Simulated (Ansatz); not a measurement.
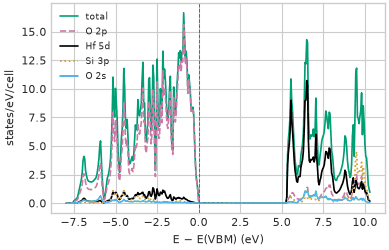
Figure. Total and projected density of states of HfSiO4 in space group I4_1/amd (No. 141; Hf on 4a, Si on 4b, O on 16h), PBE in the plane-wave PAW code Ansatz

Problem. Which orbitals carry the states next to the gap?

Solution. Top 1 eV of the valence band: O 2p 96 %. Bottom 1 eV of the conduction band: Hf 5d 77 %, O 2p 10 %. Projections are on Löwdin-orthogonalised atomic valence shells; empty p or d shells of many metals are not among them.

Problem. Where is the tallest occupied peak in this window, and what makes it?

Solution. Near -0.9 eV, about 17 states/eV per cell; the largest projected share is O 2p.

The cell was relaxed with PBE under the symmetry of its start. The run is not spin-polarised. Spin–orbit coupling is left out wherever it is not named.

Potentials: the earlier of the program's two PAW sets.
